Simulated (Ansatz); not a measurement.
# BH (triplet): correlated methods under varied settings at distance B1–H2 = 1.061 Å

What do other methods and options give for BH (triplet) at this geometry, and how long do they take?

Program: Ansatz 0.2.0, Gaussian basis. Level of theory: the settings change from run to run. These are calculated values, not measurements.

17 further runs of the same task are left out: 10 that didn't finish, 7 set aside as unsound or not needed.

**1. The geometry**

The geometry derives from a PBE0/def2-TZVP stationary point (not a proven minimum). One bond is set to the value named and the two fragments are kept rigid.

2 atoms, charge 0, spin multiplicity 3.

Atoms are counted from 1 here; the program's logs count them from 0.

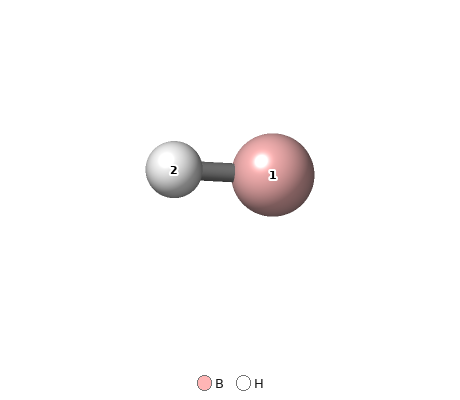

The geometry (boron pink, hydrogen white); atoms are numbered from 1 in the order of the file.

**2. BCCD(T) on ROHF/aug-cc-pVDZ**

File in.yaml:

```yaml
crystal:
  periodic: [false, false, false]
  atoms:
    - {symbol: B, position_ang: [0.000000, 0.000000, 0.000000]}
    - {symbol: H, position_ang: [0.000000, 0.000000, 1.061000]}
basis:
  gaussian: {orbitals: aug-cc-pVDZ}
magnetization: {spin_polarized: false, initial_magnetization: 2}
correlation: {method: bccd_t, electrons: all}
```

On the command line:

```console
$ ansatz run in.yaml --threads 1 --pin off --events-out ev --progress --plain --max-ram 2393MiB
```

Standard output:

```text
Functional definition: HF
  name "HF"
  cite "Fock, Z. Phys. 61, 126 (1930) doi:10.1007/BF01340294"
  parent pbe
  exchange = exact_x
  correlation = 0
313 factors; integrals over basis functions are off by at most 1.3e-3 eV
mean field evaluation 1: about -681.7313 eV, gradient 7.8e0 eV
mean field evaluation 2: about -681.7316 eV, gradient 7.8e0 eV
mean field evaluation 4: about -683.0184 eV, gradient 1.1e0 eV
mean field evaluation 8: about -683.0467 eV, gradient 6.0e-4 eV
mean field evaluation 16: about -683.0463 eV, gradient 1.3e-1 eV
mean field evaluation 32: about -683.0467 eV, gradient 3.4e-5 eV
mean field evaluation 64: about -683.0467 eV, gradient 2.8e-2 eV
mean field -683.04667704 eV, -25.1015023957 hartree, gradient 1.0e-6 eV, S^2 2.000000; 3 other end points of the search recorded, 0 dependent functions left out
mean field evaluation 96: about -682.9401 eV, gradient 2.0e0 eV
reference -683.04667704 eV, -25.1015023957 hartree; 4, 2 occupied and 28, 30 virtual orbitals, 313 factors
second order -1.14473006 eV of doubles, -0.02076859 eV of singles
cycle   1  -1.43251403 eV  change   -2.7e-1 eV  update   3.8e-2
cycle   2  -1.53762407 eV  change   -1.1e-1 eV  update   1.7e-2
cycle   3  -1.54433902 eV  change   -6.7e-3 eV  update   7.1e-3
cycle   4  -1.54572186 eV  change   -1.4e-3 eV  update   1.9e-3
cycle   5  -1.54525243 eV  change    4.7e-4 eV  update   4.1e-4
cycle   6  -1.54539149 eV  change   -1.4e-4 eV  update   1.4e-4
cycle   7  -1.54541143 eV  change   -2.0e-5 eV  update   4.6e-5
cycle   8  -1.54538373 eV  change    2.8e-5 eV  update   1.4e-5
cycle   9  -1.54538549 eV  change   -1.8e-6 eV  update   4.7e-6
perturbative correction -0.02346247 eV, -0.0008622298 hartree
Total energy: -684.61552500 eV, -25.1591564948 hartree
```

It took 1.1 s on 1 thread of Arm Neoverse N1, shared host.

From the report: correlation -1.5688 eV; largest double amplitude 0.03.

**3. CCSD(T) on ROHF/aug-cc-pVDZ**

Changes to in.yaml since step 2:

```diff
@@ -8,2 +8,2 @@
 magnetization: {spin_polarized: false, initial_magnetization: 2}
-correlation: {method: bccd_t, electrons: all}
+correlation: {method: ccsd_t, electrons: outside_noble_gas}
```

Launched as before.

Standard output, shortened:

```text
Functional definition: HF
  name "HF"
  cite "Fock, Z. Phys. 61, 126 (1930) doi:10.1007/BF01340294"
  parent pbe
[...]
313 factors; integrals over basis functions are off by at most 1.3e-3 eV
[...]
mean field -683.04667704 eV, -25.1015023957 hartree, gradient 1.0e-6 eV, S^2 2.000000; 3 other end points of the search recorded, 0 dependent functions left out
[...]
1 core orbitals not correlated: weight in the atoms' cores, before any rotation towards them, 1.000 or more for the frozen orbitals, at most 0.000 for the correlated occupied ones
reference -683.04667704 eV, -25.1015023957 hartree; 3, 1 occupied and 28, 30 virtual orbitals, 313 factors
second order -1.10403894 eV of doubles, -0.02040238 eV of singles
cycle   1  -1.38725004 eV  change   -2.6e-1 eV  update   3.8e-2
[...]
cycle   9  -1.50584903 eV  change   -2.4e-6 eV  update   4.2e-6
perturbative correction -0.02253450 eV, -0.0008281276 hartree
Total energy: -684.57506057 eV, -25.1576694545 hartree
```

Wall time 0.72 s (1 thread of Arm Neoverse N1, shared host).

From the report: correlation -1.5284 eV; T1 0.019; largest double amplitude 0.03.

**4. BCCD(T)/def2-SVP**

File in.yaml:

```yaml
crystal:
  periodic: [false, false, false]
  atoms:
    - {symbol: B, position_ang: [0.000000, 0.000000, 0.000000]}
    - {symbol: H, position_ang: [0.000000, 0.000000, 1.061000]}
basis:
  gaussian: {orbitals: def2-SVP, point_charges: [{charge: 1.00, position_ang: [4.757, -0.018, -0.646]}]}
magnetization: {spin_polarized: true, initial_magnetization: 2}
hamiltonian: {xc: {name: r2SCAN}}
correlation: {method: bccd_t, electrons: outside_noble_gas}
```

The command is unchanged.

Standard output, shortened:

```text
Functional definition: r2SCAN
  name "r2SCAN"
  cite "Furness, Kaplan, Ning, Perdew & Sun, J. Phys. Chem. Lett. 11, 8208 (2020) doi:10.1021/acs.jpclett.0c02405"
  cite "Furness, Kaplan, Ning, Perdew & Sun, J. Phys. Chem. Lett. 11, 9248 (2020) doi:10.1021/acs.jpclett.0c03077"
  parent r2scan
[...]
197 factors; integrals over basis functions are off by at most 5.7e-4 eV
[...]
mean field -685.82138315 eV, -25.2034709643 hartree, gradient 7.8e-7 eV, S^2 2.001488; 4 other end points of the search recorded, 0 dependent functions left out
1 core orbitals not correlated: weight in the atoms' cores, before any rotation towards them, 1.000 or more for the frozen orbitals, at most 0.000 for the correlated occupied ones
reference -682.47395654 eV, -25.0804553055 hartree; 3, 1 occupied and 15, 17 virtual orbitals, 197 factors
second order -1.08863724 eV of doubles, -0.02345383 eV of singles
cycle   1  -1.35203001 eV  change   -2.4e-1 eV  update   3.3e-2
[...]
cycle   9  -1.44305563 eV  change    8.3e-7 eV  update   1.7e-6
perturbative correction -0.01871229 eV, -0.0006876640 hartree
Total energy: -683.93572446 eV, -25.1341742857 hartree
```

Wall time 2.2 s (1 thread of Arm Neoverse N1, shared host).

From the report: ⟨S²⟩ of the determinant 2.001 (pure triplet: 2.00); correlation -1.4618 eV; largest double amplitude 0.05.

**5. CASSCF(4,4)/def2-SVPD**

File in.yaml:

```yaml
crystal:
  periodic: [false, false, false]
  atoms:
    - {symbol: B, position_ang: [0.000000, 0.000000, 0.000000]}
    - {symbol: H, position_ang: [0.000000, 0.000000, 1.061000]}
basis:
  gaussian: {orbitals: def2-SVPD, point_charges: [{charge: 0.50, position_ang: [4.487, -0.406, 0.057]}]}
magnetization: {spin_polarized: false, initial_magnetization: 2}
correlation: {active_space: {window: {electrons: 4, orbitals: 4}}}
```

Launched as before.

Standard output:

```text
Functional definition: HF
  name "HF"
  cite "Fock, Z. Phys. 61, 126 (1930) doi:10.1007/BF01340294"
  parent pbe
  exchange = exact_x
  correlation = 0
280 factors; integrals over basis functions are off by at most 4.4e-4 eV
mean field evaluation 1: about -681.2913 eV, gradient 8.1e0 eV
mean field evaluation 2: about -681.2911 eV, gradient 8.1e0 eV
mean field evaluation 4: about -682.4654 eV, gradient 8.4e-1 eV
mean field evaluation 8: about -682.4779 eV, gradient 2.7e-4 eV
mean field evaluation 16: about -682.4438 eV, gradient 5.2e-1 eV
mean field evaluation 32: about -682.4735 eV, gradient 1.1e-1 eV
mean field -682.47790804 eV, -25.0806005204 hartree, gradient 2.6e-6 eV, S^2 2.000000; 5 other end points of the search recorded, 0 dependent functions left out
reference -682.47790804 eV, -25.0806005204 hartree; 4, 2 occupied and 24, 26 virtual orbitals, 280 factors
state -682.80588995 eV, -25.0926536332 hartree
Total energy: -682.80588995 eV, -25.0926536332 hartree
```

Run time: 0.45 s. Hardware: 1 thread of Arm Neoverse N1, shared host.

From the report: 36 determinants; active occupations 1.99, 1.00, 1.00, 0.01.

**6. MRCISD+Q(relaxed)(4,5)/def2-SVPD**

File in.yaml:

```yaml
crystal:
  periodic: [false, false, false]
  atoms:
    - {symbol: B, position_ang: [0.000000, 0.000000, 0.000000]}
    - {symbol: H, position_ang: [0.000000, 0.000000, 1.061000]}
basis:
  gaussian: {orbitals: def2-SVPD}
magnetization: {spin_polarized: false, initial_magnetization: 2}
hamiltonian: {pseudopotentials: {relativity: scalar}}
correlation: {method: fic_mrcisd_q_relaxed, electrons: valence, active_space: {window: {electrons: 4, orbitals: 5}, states: [{multiplicity: 3, weights: [1, 0.5, 1]}, {multiplicity: 5, weights: [1]}]}}
scf: {lower_state_search: light}
```

Launched as before.

Standard output:

```text
Functional definition: HF
  name "HF"
  cite "Fock, Z. Phys. 61, 126 (1930) doi:10.1007/BF01340294"
  parent pbe
  exchange = exact_x
  correlation = 0
454 factors; integrals over basis functions are off by at most 1.2e-7 eV
mean field evaluation 1: about -681.4069 eV, gradient 8.0e0 eV
mean field evaluation 2: about -681.4078 eV, gradient 8.0e0 eV
mean field evaluation 4: about -682.5804 eV, gradient 8.3e-1 eV
mean field evaluation 8: about -682.5934 eV, gradient 2.5e-4 eV
mean field evaluation 16: about -682.5934 eV, gradient 3.2e-4 eV
mean field -682.59338252 eV, -25.0848441292 hartree, gradient 9.1e-7 eV, S^2 2.000000; 2 other end points of the search recorded, 0 dependent functions left out
reference -682.59338252 eV, -25.0848441292 hartree; 4, 2 occupied and 24, 26 virtual orbitals, 454 factors
state -682.95934647 eV, -25.0982930563 hartree
state -682.93597040 eV, -25.0974340016 hartree
state -679.54536125 eV, -24.9728314136 hartree
contracted CI cycle   1: correlation 0.00000000 eV, 0.0000000000 hartree, residual 8.24e0 eV
contracted CI cycle   2: correlation -1.10242484 eV, -0.0405133655 hartree, residual 1.75e0 eV
contracted CI cycle   3: correlation -1.14961537 eV, -0.0422475857 hartree, residual 4.66e-1 eV
contracted CI cycle   4: correlation -1.15338936 eV, -0.0423862771 hartree, residual 1.30e-1 eV
contracted CI cycle   5: correlation -1.15370310 eV, -0.0423978071 hartree, residual 4.01e-2 eV
contracted CI cycle   6: correlation -1.15373195 eV, -0.0423988671 hartree, residual 1.19e-2 eV
contracted CI cycle   7: correlation -1.15373412 eV, -0.0423989469 hartree, residual 3.96e-3 eV
contracted CI cycle   8: correlation -1.15373439 eV, -0.0423989567 hartree, residual 1.18e-3 eV
contracted CI cycle   9: correlation -1.15373442 eV, -0.0423989578 hartree, residual 3.61e-4 eV
state -682.95934647 eV, -25.0982930563 hartree; corrected -684.14189147 eV, -25.1417507836 hartree
contracted CI cycle   1: correlation 0.00000000 eV, 0.0000000000 hartree, residual 8.29e0 eV
contracted CI cycle   2: correlation -1.12372204 eV, -0.0412960232 hartree, residual 1.77e0 eV
contracted CI cycle   3: correlation -1.17206031 eV, -0.0430724220 hartree, residual 4.72e-1 eV
contracted CI cycle   4: correlation -1.17593590 eV, -0.0432148474 hartree, residual 1.31e-1 eV
contracted CI cycle   5: correlation -1.17625758 eV, -0.0432266687 hartree, residual 4.10e-2 eV
contracted CI cycle   6: correlation -1.17628791 eV, -0.0432277834 hartree, residual 1.24e-2 eV
contracted CI cycle   7: correlation -1.17629029 eV, -0.0432278710 hartree, residual 4.22e-3 eV
contracted CI cycle   8: correlation -1.17629060 eV, -0.0432278822 hartree, residual 1.23e-3 eV
contracted CI cycle   9: correlation -1.17629063 eV, -0.0432278833 hartree, residual 3.68e-4 eV
state -682.93597040 eV, -25.0974340016 hartree; corrected -684.14285216 eV, -25.1417860880 hartree
contracted CI cycle   1: correlation 0.00000000 eV, 0.0000000000 hartree, residual 7.67e0 eV
contracted CI cycle   2: correlation -1.04915273 eV, -0.0385556516 hartree, residual 1.67e0 eV
contracted CI cycle   3: correlation -1.10656445 eV, -0.0406654933 hartree, residual 5.95e-1 eV
contracted CI cycle   4: correlation -1.11299911 eV, -0.0409019628 hartree, residual 1.78e-1 eV
contracted CI cycle   5: correlation -1.11356352 eV, -0.0409227046 hartree, residual 5.40e-2 eV
contracted CI cycle   6: correlation -1.11362027 eV, -0.0409247901 hartree, residual 1.70e-2 eV
contracted CI cycle   7: correlation -1.11362533 eV, -0.0409249762 hartree, residual 4.48e-3 eV
contracted CI cycle   8: correlation -1.11362568 eV, -0.0409249891 hartree, residual 1.18e-3 eV
contracted CI cycle   9: correlation -1.11362571 eV, -0.0409249901 hartree, residual 3.74e-4 eV
state -679.54536125 eV, -24.9728314136 hartree; corrected -680.68981604 eV, -25.0148893512 hartree
state -676.36602573 eV, -24.8559929883 hartree
contracted CI cycle   1: correlation 0.00000000 eV, 0.0000000000 hartree, residual 5.92e0 eV
contracted CI cycle   2: correlation -0.78745955 eV, -0.0289386047 hartree, residual 1.21e0 eV
contracted CI cycle   3: correlation -0.81748845 eV, -0.0300421463 hartree, residual 3.37e-1 eV
contracted CI cycle   4: correlation -0.82035253 eV, -0.0301473993 hartree, residual 1.19e-1 eV
contracted CI cycle   5: correlation -0.82066561 eV, -0.0301589050 hartree, residual 3.24e-2 eV
contracted CI cycle   6: correlation -0.82069075 eV, -0.0301598289 hartree, residual 1.10e-2 eV
contracted CI cycle   7: correlation -0.82069434 eV, -0.0301599609 hartree, residual 3.10e-3 eV
contracted CI cycle   8: correlation -0.82069454 eV, -0.0301599680 hartree, residual 7.52e-4 eV
contracted CI cycle   9: correlation -0.82069455 eV, -0.0301599684 hartree, residual 1.46e-4 eV
state -676.36602573 eV, -24.8559929883 hartree; corrected -677.20855353 eV, -24.8869553140 hartree
Total energy: -681.17476775 eV, -25.0327109979 hartree
Relativity: scalar
```

It took 1.5 s on 1 thread of Arm Neoverse N1, shared host.

From the report: 24 determinants; active occupations (of the averaged states) 1.67, 0.86, 0.74, 0.72, 0.01.

**7. All runs side by side**

| level | correlated | functions | energy (eV) | time |
| --- | --- | --- | --- | --- |
| BCCD(T) on ROHF/aug-cc-pVDZ | all | 32 | -684.6155 | 1.1 s |
| CCSD(T) on ROHF/aug-cc-pVDZ | outside noble gas | 32 | -684.5751 | 0.72 s |
| BCCD(T)/def2-SVP (beside a point charge, on r2SCAN orbitals) | outside noble gas | 19 | -683.9357 | 2.2 s |
| CASSCF(4,4)/def2-SVPD (beside a point charge) |  | 28 | -682.8059 | 0.45 s |
| MRCISD+Q(relaxed)(4,5)/def2-SVPD (mean of several states, relativity set) | valence | 28 | -681.1748 | 1.5 s |

**8. Outcome**

```
quantity                                                                value
    runs                                                                    5
quickest                CASSCF(4,4)/def2-SVPD (beside a point charge), 0.45 s
 slowest  BCCD(T)/def2-SVP (beside a point charge, on r2SCAN orbitals), 2.2 s
```

Total energies in different bases, with other cores or another treatment of relativity can't be set against each other. BCCD(T)/def2-SVP (beside a point charge, on r2SCAN orbitals) took 5 times as long as CASSCF(4,4)/def2-SVPD (beside a point charge); the jobs differ in more than the method.
